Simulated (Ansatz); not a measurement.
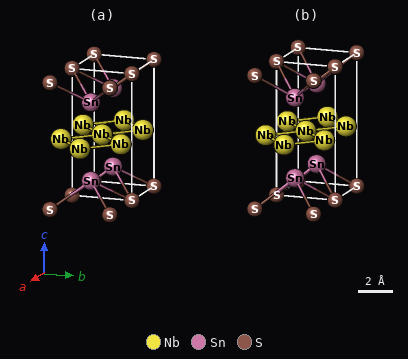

The structure of solid Nb2Sn2S (a generated structure, set up in P4/mmm) before (left) and after (right) a relaxation, at one scale.

A ball-and-stick model of the cell of the calculation, repeated 2 × 1 × 1 with one cell outlined, seen slightly off an axis.

The calculation used Ansatz 0.2.0, DFT PBE, scalar-relativistic, plane waves, PAW.

Input
```yaml
crystal:
  lattice:
    - [3.7779360727, 0.0, 0.0]
    - [0.0, 3.7779360727, 0.0]
    - [0.0, 0.0, 7.7290922566]
  atoms:
    - { symbol: Nb, position: [0.0, 0.5, 0.5] }
    - { symbol: Nb, position: [0.5, 0.0, 0.5] }
    - { symbol: Sn, position: [0.5, 0.5, 0.1905112787] }
    - { symbol: Sn, position: [0.5, 0.5, 0.8094887213] }
    - { symbol: S, position: [0.0, 0.0, 0.0] }
basis:
  ecutwfc: 420
kpoints:
  mp_grid: { grid: [10, 10, 6] }
hamiltonian:
  xc: pbe
scf:
  occupations: { method: gaussian, width: 0.1 }
output:
  forces: true
  stress: true
  eigenvalues: true
  write_density: true
  write_potential: true
  elf: true
  volumetric_format: npy
relax:
  adjacent_minimum: "off"
  f_tol: 0.01
  max_steps: 80
  cell: { stress_tol: 0.05 }
```

Launched with:
```bash
ansatz run input.yaml --threads 1 --pin off --max-ram 2560MiB --backend cpu --events-out ev --progress --plain --runs-dir out
```

**Summarise the run.**

The largest moves relative to the cell, 0.067 Å, are those of Sn3 and Sn4. Sn3 goes along +c. S and Nb stay in place. The drawn cell changes as follows: a = b 3.778 → 3.703 Å (−2.0 %), c 7.729 → 8.136 Å (+5.3 %); the volume changes by +1.1 %. Near-neighbour distances that change, for instance: Sn3–Sn4 2.945 → 3.234 Å, Nb1–Nb2 2.671 → 2.618 Å, Sn3–S5 3.050 → 3.077 Å. The space group stays P4/mmm (No. 123). Over 4 accepted moves (5 points after the start) the energy falls by 10.7 meV per atom. The largest force component goes from 0.21 to 0.0017 eV/Å. The pressure goes from −0.30 to −0.01 GPa. At 1 point the geometry stayed and the basis and grid were re-selected for the new cell (energy shift of 0.1 meV per atom at most each time). The run took 120 s on 1 thread of Arm Neoverse V2 (shared host), peak memory 0.55 GiB.
